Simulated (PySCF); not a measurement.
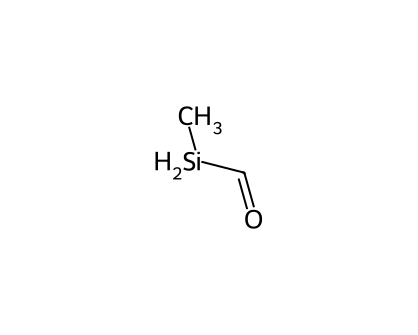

The drawing above gives the connectivity. The geometry was computed by an optimisation with PBE0-D3(BJ)/def2-SVP. No frequency run is at hand to confirm it as a minimum.

What does the molecule look like in three dimensions?

The molecule is C₂H₆OSi. Its SMILES string is `C[SiH2]C=O`. It has no ring. Among its groups: Si–H bond. This geometry has Cs symmetry. Coordination: 1 C tetrahedral; 1 Si tetrahedral; 1 C trigonal planar.

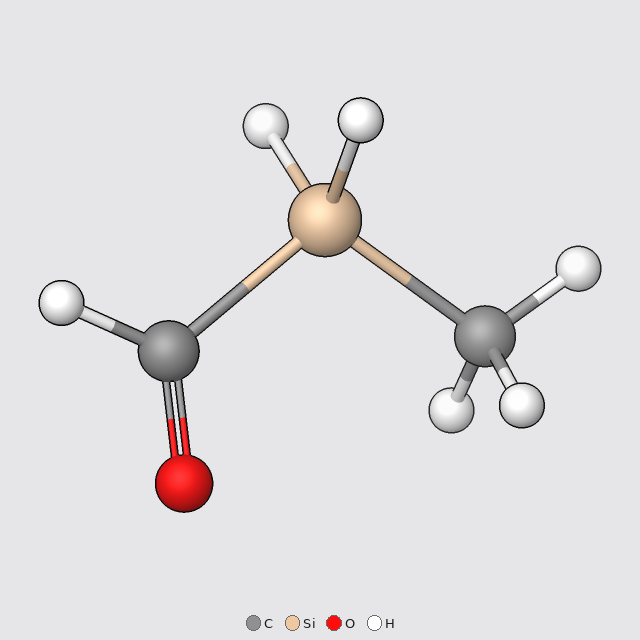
